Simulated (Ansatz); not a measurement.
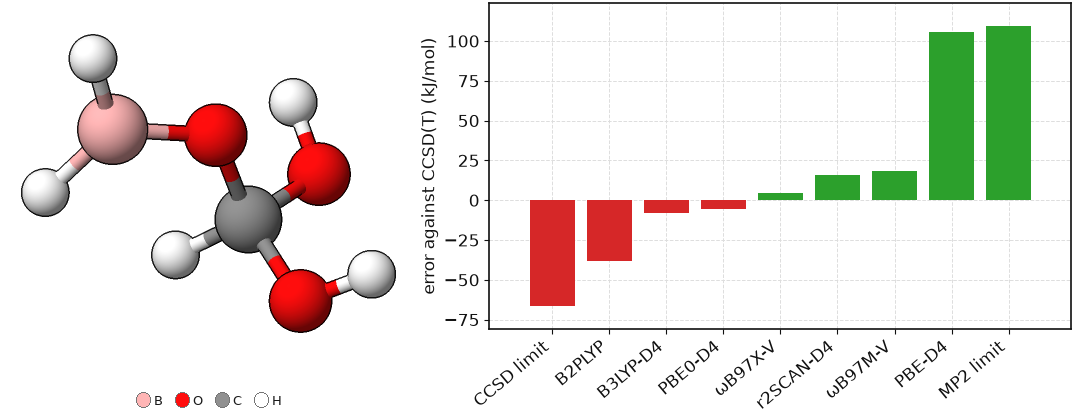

Error in the electronic atomisation energy (method less reference, so positive means overbinding) of CH₅BO₃, SMILES BOC(O)O: functionals in def2-TZVPP against frozen-core CCSD(T) at the limit (MP2 extrapolated from triple and quadruple zeta, plus CCSD(T) less MP2 in a smaller set), which gives 3911.3 kJ/mol, at a PBE0-D4/def2-TZVP geometry (no frequency check), no zero-point or spin-orbit term, the Ansatz code 0.2.0. The reference leaves out core correlation, a term that grows with the number of heavy atoms. B2PLYP holds a correlation term that converges slowly with the basis, so part of the distance to the limit is basis error. No dispersion term is added to B2PLYP. Limit means the basis limit.

### Which of these levels overbind, and which underbind?

Overbind: PBE-D4 and MP2 limit. Underbind: CCSD limit and B2PLYP. Within 25 kJ/mol of zero, too close to call in view of what the reference leaves out: B3LYP-D4, PBE0-D4, ωB97X-V, r2SCAN-D4 and ωB97M-V.

### Give the values.

| level | kJ/mol |
| --- | --- |
| CCSD limit | −66.6 |
| B2PLYP | −38.1 |
| B3LYP-D4 | −8.1 |
| PBE0-D4 | −5.2 |
| ωB97X-V | 4.3 |
| r2SCAN-D4 | 16.0 |
| ωB97M-V | 18.2 |
| PBE-D4 | 105.6 |
| MP2 limit | 109.6 |

Limits of at least one run: one conformer of a flexible molecule.
